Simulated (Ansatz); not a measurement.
# CH3BClFOSi: geometry relaxation (part 1 of 2)

The run: geometry relaxation of CH3BClFOSi. Method and program: RKS B3LYP-D4/def2-SVP (Ansatz 0.2.0).

It belongs to a series of runs on one base structure; here: end point B relaxed.

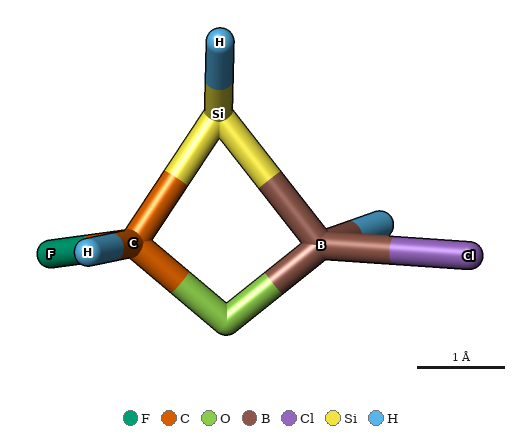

Fig. 1: The input geometry (stick view, seen at a tilt).

## Key numbers

| quantity | value |
| --- | --- |
| outcome | converged |
| total energy | −26916.2378 eV |
| mean-field energy | −26915.8487 eV |
| largest force (length of the vector) at the end | 0.005 eV/Å |
| hardware | 2 threads of Intel Xeon @ 2.50GHz (Skylake/Cascade Lake), 16 GiB of memory available, shared host |
| wall time | 2.2 min (CPU time 4.1 min) |
| peak memory | 0.29 GiB |

## Input file
```yaml
crystal:
  periodic: [false, false, false]
  atoms:
    - { symbol: F, position_ang: [1.3341, -1.8164, -0.3292] }
    - { symbol: C, position_ang: [0.9794, -0.4328, -0.2014] }
    - { symbol: O, position_ang: [0.3842, 0.0712, -1.3876] }
    - { symbol: B, position_ang: [-0.8191, 0.6047, -0.8762] }
    - { symbol: Cl, position_ang: [-1.846, 2.1129, -1.2827] }
    - { symbol: Si, position_ang: [-0.4488, -0.1746, 0.8586] }
    - { symbol: H, position_ang: [1.8914, 0.1717, 0.1155] }
    - { symbol: H, position_ang: [-1.87029, 0.14021, -1.09566] }
    - { symbol: H, position_ang: [-0.2327, 0.8285, 1.957] }
basis:
  gaussian: { orbitals: def2-SVP }
hamiltonian:
  xc: b3lyp
  dispersion: d4
relax:
  f_tol: 0.02
  max_steps: 50
output:
  orbitals: {}
```

Run as:
```bash
ansatz run input.yaml --threads 2 --pin off --max-ram 3072MiB --backend cpu --events-out ev --progress --plain --runs-dir out
```

## The program's output
```
The last accepted step is kept in [file] (removed where the run ends without a failure and the disk answers)
Engine: ansatz 0.2.0, x86_64-unknown-linux-gnu
Functional definition: B3LYP
  parameter a0 = 0.2
  parameter ax = 0.72
  parameter ac = 0.81
  exchange = (1 - a0 - ax)*slater_x + ax*b88_x + a0*exact_x
  correlation = (1 - ac)*vwn_rpa_c + ac*lyp_c
1120 factors; integrals over basis functions are off by at most 3.9e-4 eV
mean field evaluation 1: about -26904.6213 eV, gradient 5.1e1 eV
mean field evaluation 2: about -26860.8569 eV, gradient 1.3e2 eV
mean field evaluation 4: about -26909.7621 eV, gradient 2.1e1 eV
mean field evaluation 8: about -26911.7708 eV, gradient 7.0e-1 eV
mean field evaluation 16: about -26911.8111 eV, gradient 1.6e-2 eV
mean field evaluation 32: about -26911.7869 eV, gradient 1.6e0 eV
mean field -26911.81108043 eV, -988.9908157250 hartree, gradient 3.4e-5 eV, S^2 0.000000; 3 other end points of the search recorded, 0 dependent functions left out
the calculation of the forces begins
reference -26911.81131417 eV, -988.9908243148 hartree; 31, 31 occupied and 76, 76 virtual orbitals, 1120 factors
relax step   1: F+E_penalty+E_count = -26912.21529690 eV  Δ(F+E_penalty+E_count) = +0.000e0 eV  max|allowed force component| = 2.576e0 eV/Å  Δτ_max = 0.0000 Å  (112 SCF iters, accepted)
these checks for a lower state are left out or cut short: starts, cluster_reference, orbital_swaps, neighbouring_geometries, increment
1120 factors; integrals over basis functions are off by at most 2.7e-4 eV
mean field -26912.94152969 eV, -989.0323589692 hartree, gradient 1.2e-5 eV, S^2 0.000000; 1 other end points of the search recorded, 0 dependent functions left out
[... from here on the field's lines of each further geometry are left out, up to the last ...]
relax step   2: F+E_penalty+E_count = -26913.34349420 eV  Δ(F+E_penalty+E_count) = -1.128e0 eV  max|allowed force component| = 2.106e0 eV/Å  Δτ_max = 0.1991 Å  (58 SCF iters, accepted)
relax step   3: F+E_penalty+E_count = -26914.26461382 eV  Δ(F+E_penalty+E_count) = -9.211e-1 eV  max|allowed force component| = 2.636e0 eV/Å  Δτ_max = 0.1952 Å  (41 SCF iters, accepted)
relax step   4: F+E_penalty+E_count = -26914.56560338 eV  Δ(F+E_penalty+E_count) = -3.010e-1 eV  max|allowed force component| = 1.528e0 eV/Å  Δτ_max = 0.1961 Å  (39 SCF iters, accepted)
relax step   5: F+E_penalty+E_count = -26914.82767008 eV  Δ(F+E_penalty+E_count) = -2.621e-1 eV  max|allowed force component| = 1.120e0 eV/Å  Δτ_max = 0.1278 Å  (34 SCF iters, accepted)
relax step   6: F+E_penalty+E_count = -26915.10506357 eV  Δ(F+E_penalty+E_count) = -2.774e-1 eV  max|allowed force component| = 1.466e0 eV/Å  Δτ_max = 0.1950 Å  (38 SCF iters, accepted)
relax step   7: F+E_penalty+E_count = -26915.28034740 eV  Δ(F+E_penalty+E_count) = -1.753e-1 eV  max|allowed force component| = 2.154e0 eV/Å  Δτ_max = 0.1951 Å  (36 SCF iters, accepted)
relax step   8: F+E_penalty+E_count = -26915.49132060 eV  Δ(F+E_penalty+E_count) = -2.110e-1 eV  max|allowed force component| = 2.278e0 eV/Å  Δτ_max = 0.1909 Å  (31 SCF iters, accepted)
relax step   9: F+E_penalty+E_count = -26915.75964203 eV  Δ(F+E_penalty+E_count) = -2.683e-1 eV  max|allowed force component| = 1.942e0 eV/Å  Δτ_max = 0.1937 Å  (37 SCF iters, accepted)
relax step  10: F+E_penalty+E_count = -26915.92887934 eV  Δ(F+E_penalty+E_count) = -1.692e-1 eV  max|allowed force component| = 1.911e0 eV/Å  Δτ_max = 0.1961 Å  (37 SCF iters, accepted)
relax step  11: F+E_penalty+E_count = -26916.08954457 eV  Δ(F+E_penalty+E_count) = -1.607e-1 eV  max|allowed force component| = 9.552e-1 eV/Å  Δτ_max = 0.1946 Å  (31 SCF iters, accepted)
relax step  12: F+E_penalty+E_count = -26916.19359081 eV  Δ(F+E_penalty+E_count) = -1.040e-1 eV  max|allowed force component| = 4.769e-1 eV/Å  Δτ_max = 0.1488 Å  (30 SCF iters, accepted)
relax step  13: F+E_penalty+E_count = -26916.21321461 eV  Δ(F+E_penalty+E_count) = -1.962e-2 eV  max|allowed force component| = 3.558e-1 eV/Å  Δτ_max = 0.0416 Å  (31 SCF iters, accepted)
relax step  14: F+E_penalty+E_count = -26916.22483348 eV  Δ(F+E_penalty+E_count) = -1.162e-2 eV  max|allowed force component| = 1.990e-1 eV/Å  Δτ_max = 0.0720 Å  (32 SCF iters, accepted)
relax step  15: F+E_penalty+E_count = -26916.23052934 eV  Δ(F+E_penalty+E_count) = -5.696e-3 eV  max|allowed force component| = 8.870e-2 eV/Å  Δτ_max = 0.0555 Å  (31 SCF iters, accepted)
relax step  16: F+E_penalty+E_count = -26916.23353397 eV  Δ(F+E_penalty+E_count) = -3.005e-3 eV  max|allowed force component| = 1.367e-1 eV/Å  Δτ_max = 0.0735 Å  (31 SCF iters, accepted)
relax step  17: F+E_penalty+E_count = -26916.23604484 eV  Δ(F+E_penalty+E_count) = -2.511e-3 eV  max|allowed force component| = 1.302e-1 eV/Å  Δτ_max = 0.0839 Å  (30 SCF iters, accepted)
relax step  18: F+E_penalty+E_count = -26916.23574094 eV  Δ(F+E_penalty+E_count) = +3.039e-4 eV  max|allowed force component| = 1.679e-1 eV/Å  Δτ_max = 0.0233 Å  (30 SCF iters, rejected (line search))
relax step  19: F+E_penalty+E_count = -26916.23684401 eV  Δ(F+E_penalty+E_count) = -7.992e-4 eV  max|allowed force component| = 5.799e-2 eV/Å  Δτ_max = 0.0112 Å  (32 SCF iters, accepted)
relax step  20: F+E_penalty+E_count = -26916.23694287 eV  Δ(F+E_penalty+E_count) = -9.887e-5 eV  max|allowed force component| = 9.747e-2 eV/Å  Δτ_max = 0.0289 Å  (31 SCF iters, accepted)
relax step  21: F+E_penalty+E_count = -26916.23715014 eV  Δ(F+E_penalty+E_count) = -2.073e-4 eV  max|allowed force component| = 5.140e-2 eV/Å  Δτ_max = 0.0150 Å  (32 SCF iters, accepted)
relax step  22: F+E_penalty+E_count = -26916.23743951 eV  Δ(F+E_penalty+E_count) = -2.894e-4 eV  max|allowed force component| = 2.194e-2 eV/Å  Δτ_max = 0.0121 Å  (25 SCF iters, accepted)
relax step  23: F+E_penalty+E_count = -26916.23746162 eV  Δ(F+E_penalty+E_count) = -2.211e-5 eV  max|allowed force component| = 3.553e-2 eV/Å  Δτ_max = 0.0058 Å  (24 SCF iters, accepted)
relax step  24: F+E_penalty+E_count = -26916.23747582 eV  Δ(F+E_penalty+E_count) = -1.420e-5 eV  max|allowed force component| = 2.012e-2 eV/Å  Δτ_max = 0.0047 Å  (25 SCF iters, accepted)
the calculation of the forces begins
reference -26915.84874572 eV, -989.1391971878 hartree; 31, 31 occupied and 76, 76 virtual orbitals, 1120 factors
relax step  25: F+E_penalty+E_count = -26916.23750244 eV  Δ(F+E_penalty+E_count) = -2.662e-5 eV  max|allowed force component| = 4.116e-3 eV/Å  Δτ_max = 0.0020 Å  (23 SCF iters, accepted)
1120 factors; integrals over basis functions are off by at most 3.7e-4 eV
mean field evaluation 224: about -26905.1054 eV, gradient 7.3e1 eV
```

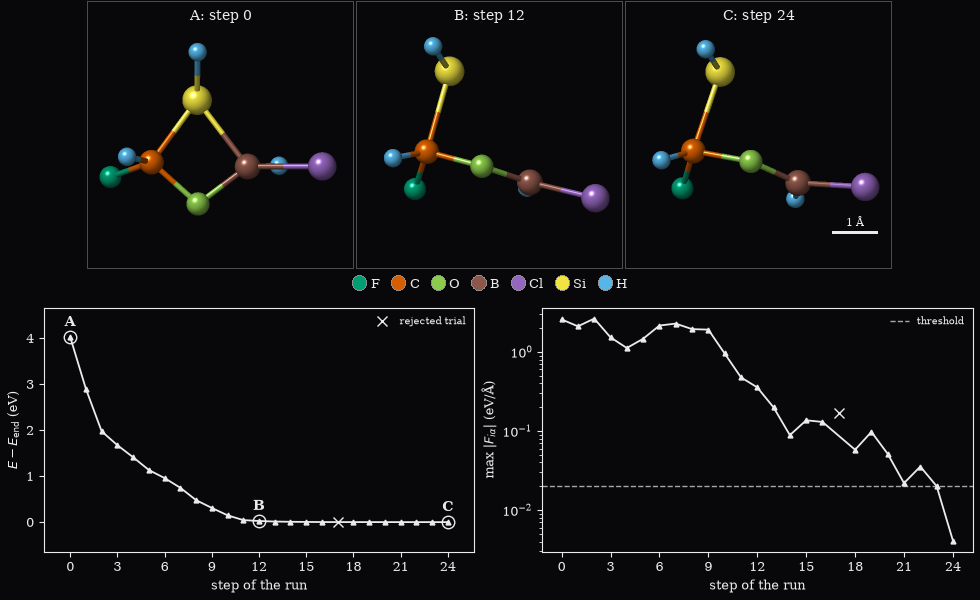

Fig. 2: Frames of the relaxation (ball-and-stick view, seen at a tilt) above the curves, on which the letters mark them (the first geometry is step 0 here and step 1 in the log).

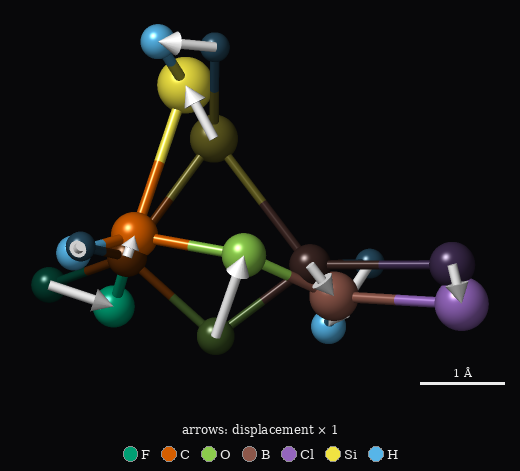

Fig. 3: Start (faint) and end (solid) with the displacements as white arrows, at true length (ball-and-stick view, seen at a tilt). The two geometries are laid on each other by the best rigid fit. The atom that moves furthest after the best rigid fit is O3 (1.12 Å). By element the largest moves are O 1.12 Å, H 0.96 Å, F 0.81 Å, Si 0.72 Å, B 0.49 Å, Cl 0.48 Å. Among the contacts that change: B4–Si6 1.938 → 3.090 Å, C2–Si6 1.797 → 1.943 Å, B4–Cl5 1.869 → 1.758 Å, F1–C2 1.434 → 1.364 Å. Bonds break: B4–Si6 (1.94 → 3.09 Å). Among the angles that change: Cl5–B4–H8 77.6° → 120.4°, C2–O3–B4 100.9° → 125.4°, C2–Si6–H9 114.4° → 92.3°. Over 24 geometry steps the energy falls by 4.022 eV. The largest force component goes from 2.6 to 0.0041 eV/Å. The line search rejected the trial step at point 17 (counted from 0) and went back. (Atoms are counted from 1 in the order of the input.)

```
mean field -26915.84849323 eV, -989.1391879089 hartree, gradient 2.4e-5 eV, S^2 0.000000; 1 other end points of the search recorded, 0 dependent functions left out
the calculation of the forces begins
reference -26915.84874572 eV, -989.1391971878 hartree; 31, 31 occupied and 76, 76 virtual orbitals, 1120 factors
Total energy: -26916.23775493 eV, -989.1534930124 hartree
Atom 0 at     0.640198    -1.556741    -0.687341 Å, force    -0.000437     0.000466     0.001864 eV/Å
Atom 1 at     0.798682    -0.420134     0.050284 Å, force    -0.002559    -0.000842    -0.001092 eV/Å
Atom 2 at     0.112399     0.686377    -0.556875 Å, force     0.001461     0.004116     0.001892 eV/Å
Atom 3 at    -1.001176     0.591591    -1.338820 Å, force    -0.000584     0.002201    -0.000915 eV/Å
Atom 4 at    -1.721897     2.104292    -1.870844 Å, force     0.001857    -0.001532     0.000997 eV/Å
Atom 5 at    -0.370043    -0.187353     1.584365 Å, force    -0.000430    -0.001618     0.000042 eV/Å
Atom 6 at     1.866643    -0.156964     0.066766 Å, force     0.002374     0.000767    -0.000180 eV/Å
Atom 7 at    -1.478564    -0.454486    -1.668497 Å, force    -0.002658    -0.003706    -0.002341 eV/Å
Atom 8 at     0.525968     0.898828     2.179302 Å, force     0.000976     0.000148    -0.000267 eV/Å
Dipole moment:     0.288644    -0.089891     0.244381 e Å
```

## Trajectory as extended XYZ (Å, eV, eV/Å), 23 of the 25 frames kept, from step=1 to step=25
```
9
Properties=species:S:1:pos:R:3:forces:R:3 step=1 energy=-26912.21530
F     1.3341   -1.8164   -0.3292    0.2662   1.9360  -0.4309
C     0.9794   -0.4328   -0.2014    1.7188  -2.4506  -2.5623
O     0.3842    0.0712   -1.3876    1.8642  -1.0138  -0.5144
B    -0.8191    0.6047   -0.8762    0.1540   1.6677   2.1293
Cl   -1.8460    2.1129   -1.2827    0.5792   0.6985  -0.4108
Si   -0.4488   -0.1746    0.8586   -1.6622   2.5760   1.9797
H     1.8914    0.1717    0.1155   -0.7406  -0.4090  -0.2055
H    -1.8703    0.1402   -1.0957   -1.6997  -2.3462  -0.6478
H    -0.2327    0.8285    1.9570   -0.4798  -0.6586   0.6627
9
Properties=species:S:1:pos:R:3:forces:R:3 step=2 energy=-26913.34349
F     1.3700   -1.7929   -0.4101   -0.1654   1.4709  -0.0543
C     0.9636   -0.4590   -0.2392    1.5896  -2.0649  -1.7516
O     0.3837    0.0664   -1.4041    0.8905  -0.8955   0.7799
B    -0.8314    0.6121   -0.8568   -2.1056   1.2817   0.3652
Cl   -1.7730    2.1551   -1.3519    0.7301   0.3831  -0.1465
Si   -0.4382   -0.0372    0.9191   -0.4794   1.9847   0.4708
H     1.8636    0.1380    0.0661   -0.2507  -0.0412   0.0244
H    -1.8830    0.0120   -1.1136   -0.0402  -1.3537  -0.1468
H    -0.2831    0.8108    2.1488   -0.1689  -0.7651   0.4587
9
Properties=species:S:1:pos:R:3:forces:R:3 step=3 energy=-26914.26461
F     1.3933   -1.7633   -0.4480   -0.1253   0.1729   0.0164
C     0.9760   -0.4870   -0.2754    0.3434  -0.3670  -0.3048
O     0.3608    0.0457   -1.3905    0.1113  -0.0306   0.9543
B    -0.9123    0.6291   -0.8723   -2.6363   0.2203  -1.4405
Cl   -1.6849    2.2520   -1.4142    0.8243  -0.3254   0.1119
Si   -0.4216    0.1472    0.9302    0.3633   0.6603   0.3046
H     1.8517    0.1225    0.0375    0.2730   0.1530  -0.0041
H    -1.8968   -0.1721   -1.1357    0.8432   0.1032   0.3832
H    -0.2939    0.7312    2.3267    0.0031  -0.5866  -0.0211
9
Properties=species:S:1:pos:R:3:forces:R:3 step=4 energy=-26914.56560
F     1.3726   -1.7274   -0.4571   -0.0953  -0.7237   0.0989
C     0.9853   -0.4637   -0.2795   -0.1775   1.1227   0.7185
O     0.3392    0.0750   -1.3563   -0.8301   0.5422   0.1839
B    -1.0300    0.6066   -0.9250   -1.0368  -0.2339  -1.5282
Cl   -1.5456    2.3212   -1.5102    0.3832  -1.0679   0.2497
Si   -0.4114    0.3006    0.9250    0.6003  -0.5357   0.9231
H     1.8848    0.1342   -0.0099    0.3387   0.0230  -0.1028
H    -1.9298   -0.3297   -1.0900    0.7975   1.0851   0.2129
H    -0.2928    0.5886    2.4613    0.0200  -0.2118  -0.7560
9
Properties=species:S:1:pos:R:3:forces:R:3 step=5 energy=-26914.82767
F     1.2658   -1.7009   -0.4059   -0.0170  -0.4941  -0.1059
C     0.9969   -0.3855   -0.2613   -0.9377   0.3439   0.8234
O     0.3349    0.1688   -1.3333   -0.1544   0.3928   0.3202
B    -1.0596    0.6191   -0.9686   -0.4586  -1.1199  -0.7650
Cl   -1.5231    2.2386   -1.5872   -0.1272   0.1147  -0.0192
Si   -0.4511    0.2668    0.9352    0.8636  -0.0115   0.3070
H     1.9410    0.1211   -0.0061    0.3992   0.1885  -0.2764
H    -1.9136   -0.3140   -1.0375    0.4219   0.6826  -0.2802
H    -0.2192    0.4914    2.4230    0.0101  -0.0970  -0.0040
9
Properties=species:S:1:pos:R:3:forces:R:3 step=6 energy=-26915.10506
F     1.0768   -1.6868   -0.3603   -0.2353   0.3654   0.1102
C     0.9875   -0.3079   -0.1911   -0.0122   0.0044   0.2662
O     0.3583    0.3244   -1.2544   -0.5437   0.1854   0.5011
B    -1.1192    0.5946   -1.0720    1.1602  -1.4656  -0.2535
Cl   -1.5925    2.1601   -1.6744   -0.4230   0.9236  -0.2543
Si   -0.4065    0.3180    1.0330    0.0281  -0.4173  -0.1904
H     2.0372    0.0536   -0.0358   -0.4372  -0.0696  -0.3185
H    -1.8919   -0.3478   -1.1993    0.2200   0.3410   0.0232
H    -0.0774    0.3972    2.5127    0.2432   0.1326   0.1161
```
